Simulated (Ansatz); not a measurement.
## Electronic structure of AlH$_{6}$NO$_{2}$ in real space

The calculation's input:

```
crystal:
  periodic: [false, false, false]
  atoms:
    - {symbol: Al, position_ang: [0.289088, 0.064880, -0.277304]}
    - {symbol: H, position_ang: [-0.243752, -1.659442, -0.145752]}
    - {symbol: O, position_ang: [-0.280765, 0.688406, -1.749591]}
    - {symbol: O, position_ang: [1.856864, 0.188952, 0.361368]}
    - {symbol: H, position_ang: [-0.787305, -1.119829, 0.532190]}
    - {symbol: N, position_ang: [-1.015555, 0.138506, 1.061099]}
    - {symbol: H, position_ang: [0.206896, 0.744159, -2.566689]}
    - {symbol: H, position_ang: [2.671823, 0.168114, -0.132635]}
    - {symbol: H, position_ang: [-1.930989, 0.529318, 0.883521]}
    - {symbol: H, position_ang: [-0.766304, 0.256934, 2.033793]}
basis:
  gaussian: {orbitals: def2-TZVPP}
hamiltonian: {xc: pbe0, dispersion: d4}
output: {orbitals: {seedname: orbitals}}
```

Run with:

```sh
ansatz run in.yaml --threads 4 --pin off --events-out ev --progress --plain --max-ram 9574MiB
```

A transition-state structure; geometry: PBE0-D4/def2-TZVP.

These are results of RKS PBE0-D4/def2-TZVPP in Ansatz, not measurements.

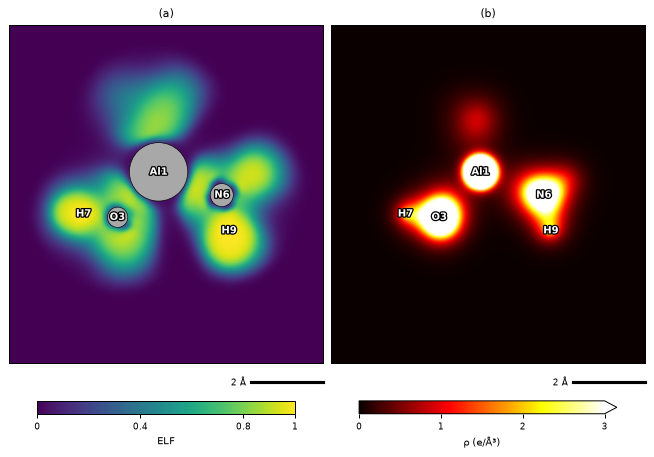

Figure 1. (a) electron localisation function; (b) total electron density on the plane of atoms O3, Al1 and N6. Grey discs cover the atomic cores in the ELF map.

### Interpret the plot.

Atoms in the plane: Al, O, N and H.
Al–O (1.70 Å): ρ is about 0.9 e/Å³ halfway; the ELF peaks at about 0.90 in the valence shell of O, 0.6 Å from its nucleus, and is about 0.40 at the midpoint.
Al–N (1.87 Å): ρ is about 0.73 e/Å³ halfway; the ELF peaks at about 0.90 in the valence shell of N, 0.7 Å from its nucleus, and is about 0.70 at the midpoint.
O–H (0.95 Å): ρ is about 3.8 e/Å³ halfway; the ELF climbs to about 1 towards the hydrogen, as it does in any bond to H; a covalent bond by its length.
N–H (1.01 Å): the density is about 2.9 e/Å³ at the midpoint; the ELF climbs to about 1 towards the hydrogen; an ordinary covalent bond to hydrogen.
The ELF also peaks beside O3, away from the bonds: lone-pair regions.

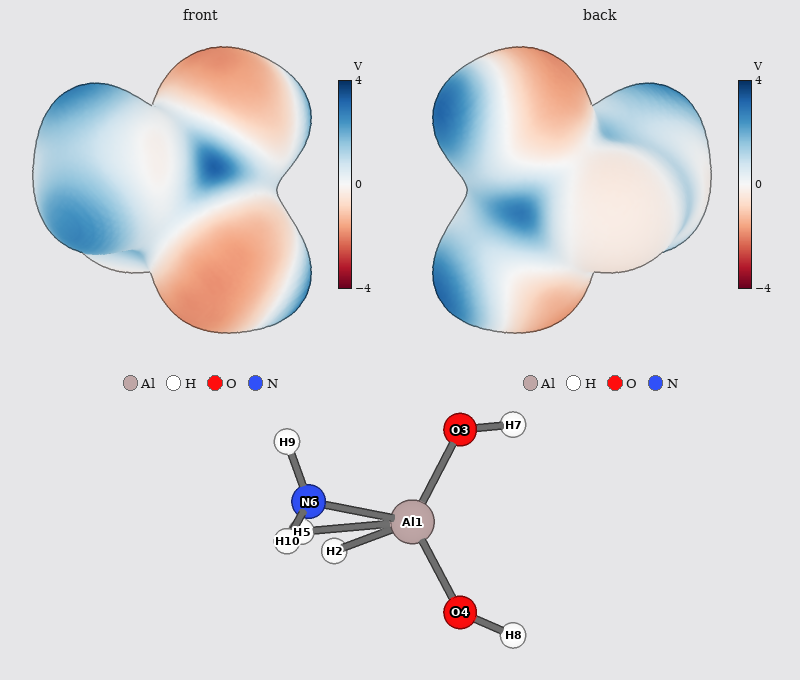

Figure 2. The molecular electrostatic potential painted on the density surface at 0.004 e/bohr³, seen from the front and from behind; red is negative and blue positive. The bare structure is drawn below in the same view.

### Where is the surface potential most negative and most positive?

The most negative region (about −1.8 V) lies over O3 and O4, the most positive (about +3.0 V) over Al1, H7 and H8.

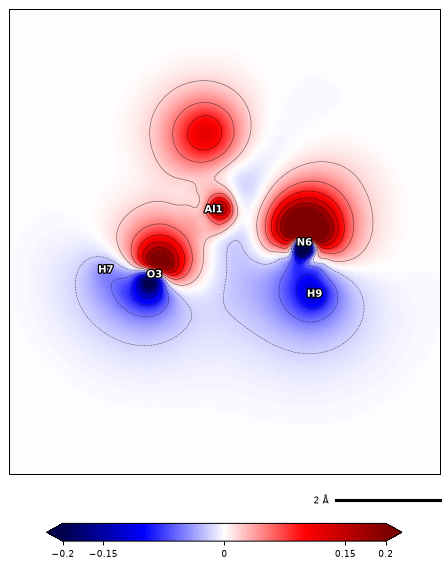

Figure 3. The HOMO on the plane of atoms O3, Al1 and N6 (values in Å⁻³ᐟ²; the overall sign is arbitrary).

### What is the character of this orbital?

By Hirshfeld shares it lies mainly on N6 (about 40 %), H2 (about 25 %), Al1 (about 10 %) and H5 (about 10 %). Its energy is −7.51 eV.
